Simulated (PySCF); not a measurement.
# singlet BHSCl+ at 6 levels

Wanted: a comparison of 6 runs (B2PLYP/STO-3G, B3LYP/STO-3G, M06-2X/STO-3G, PBE/STO-3G, SVWN5/STO-3G, r2SCAN/STO-3G) of singlet BHSCl+. The job is set up through a Python script.

The results are computed with PySCF 2.14.0.

4 further runs of the same task are left out: 3 that didn't finish, 1 set aside as unsound or not needed.

### Step 1. Starting point

BHSCl+ has 4 atoms, charge +1, and is taken as a singlet. As SMILES of the parent species, `S[B]Cl`. Geometry: relaxed at PBE0-D4/def2-TZVP. That shape belongs to the parent species and isn't relaxed for this state.

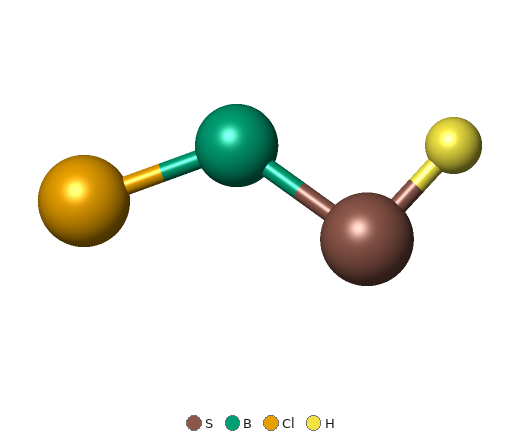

The structure, seen from a chosen angle (sulfur brown, boron teal, chlorine amber, hydrogen yellow).

### Step 2. The energy at B2PLYP/STO-3G (run 1)

Contents of calc.py:

```python
from pyscf import gto, dft, mp

molecule = gto.M(
    atom='''
S      1.070341    -1.491183     1.004200
B     -0.566162     0.898943    -0.653467
Cl    -3.806097     1.164071    -0.807480
H      3.406987    -0.685782     0.418385
''',
    verbose=4,
    basis='sto-3g',
    unit='bohr',
    charge=1,
    max_memory=1860,
)

calc0 = dft.RKS(molecule, xc='0.53*HF + 0.47*B88, 0.73*LYP')
calc0.grids.level = 5
calc0.conv_tol = 1e-10
calc0.kernel()
if not calc0.converged:
    calc0 = calc0.newton().run(calc0.mo_coeff, calc0.mo_occ)

pt = mp.MP2(calc0, frozen=11).run()
e_final = calc0.e_tot + 0.27 * pt.e_corr
print('PT2 part  %.8f' % (0.27 * pt.e_corr))
print('E(%s) = %.9f' % ('B2PLYP', e_final))
```

The run is started by

```
OMP_NUM_THREADS=1 python calc.py
```

What it wrote:

```text
PySCF version 2.14.0

[... 74 lines left out ...]
converged SCF energy = -873.457475321622
[... 1 line left out ...]
******** <class 'pyscf.mp.mp2.RMP2'> ********
nocc = 8, nmo = 13
frozen orbitals 11
E(RMP2) = -873.609024992171  E_corr = -0.151549670548955
E(SCS-RMP2) = -873.610578490011  E_corr = -0.153103168388248
E_corr(same-spin) = -0.0331805033890364
E_corr(oppo-spin) = -0.118369167159919
PT2 part  -0.04091841
E(B2PLYP) = -873.498393733
```

Run time: 3.6 s. Hardware: 1 thread of Arm Neoverse V1, shared host; peak memory 0.22 GiB.

### Step 3. A single-point energy at B3LYP/STO-3G (run 2)

Contents of calc.py:

```python
from pyscf import gto, dft

system = gto.Mole()
system.atom = '''
S      1.070341    -1.491183     1.004200
B     -0.566162     0.898943    -0.653467
Cl    -3.806097     1.164071    -0.807480
H      3.406987    -0.685782     0.418385
'''
system.unit = 'bohr'
system.verbose = 4
system.basis = 'sto-3g'
system.max_memory = 1860
system.charge = 1
system.build()

calc0 = dft.RKS(system, xc='b3lyp')
calc0.grids.level = 5
calc0.conv_tol = 1e-10
calc0.kernel()
if not calc0.converged:
    calc0 = calc0.newton().run(calc0.mo_coeff, calc0.mo_occ)

e_tot = calc0.e_tot
print('Final energy', e_tot)
```

The run is started by

```
OMP_NUM_THREADS=1 python calc.py
```

What it wrote:

```text
PySCF version 2.14.0

[... 72 lines left out ...]
converged SCF energy = -873.848949950615
Final energy -873.848949950615
```

Wall time 3.6 s (1 thread of Arm Neoverse V1, shared host); peak memory 0.22 GiB.

Runs 3 to 5 aren't shown in full; the table further down has their settings and results.

### Step 4. The energy at r2SCAN/STO-3G (run 6)

Contents of job.py:

```python
from pyscf import gto, dft

mol = gto.Mole()
mol.atom = '''
S      0.566400    -0.789100     0.531400
B     -0.299600     0.475700    -0.345800
Cl    -2.014100     0.616000    -0.427300
H      1.802900    -0.362900     0.221400
'''
mol.charge = 1
mol.max_memory = 1860
mol.verbose = 3
mol.basis = 'sto-3g'
mol.build()

mf = dft.RKS(mol, xc='r2scan')
mf.grids.level = 5
mf.conv_tol = 1e-10
mf.kernel()
if not mf.converged:
    mf = mf.newton().run(mf.mo_coeff, mf.mo_occ)

energy = mf.e_tot
print('Final energy', energy)
```

The run is started by

```
OMP_NUM_THREADS=1 python job.py
```

What it wrote:

```text
converged SCF energy = -873.819885784657
Final energy -873.8198857846572
```

Run time: 4.5 s. Hardware: 1 thread of Arm Neoverse V1, shared host; peak memory 0.22 GiB.

### Step 5. Overview of the runs

```csv
run,level,frozen core orbitals,energy (Eh),HOMO energy (eV),LUMO energy (eV),HOMO–LUMO gap (eV),wall time
1,B2PLYP/STO-3G,11,-873.498394,-14.58,-7.78,6.81,3.6 s
2,B3LYP/STO-3G,–,-873.848950,-13.38,-9.43,3.94,3.6 s
3,M06-2X/STO-3G,–,-873.879245,-14.76,-8.29,6.47,4.5 s
4,PBE/STO-3G,–,-873.436151,-12.41,-10.12,2.29,3.6 s
5,SVWN5/STO-3G,–,-870.652371,-12.39,-10.13,2.26,2.2 s
6,r2SCAN/STO-3G,–,-873.819886,-12.64,-9.99,2.65,4.5 s
```

### Step 6. Outcome

| quantity | value |
| --- | --- |
| run 6: total energy | -873.81989 Eh |
| run 6: HOMO energy | -12.64 eV |
| run 6: LUMO energy | -9.99 eV |
| run 6: HOMO–LUMO gap | 2.65 eV |

The HOMO–LUMO gap runs from 2.26 eV (SVWN5/STO-3G) to 6.81 eV (B2PLYP/STO-3G). A double hybrid's value is that of its SCF part. Totals of different functionals can't be ranked against each other. In runs 1, 2, 3, 4, 5, 6 the basis is minimal, so the values are rough. All runs together took 22 s, the longest 4.5 s.
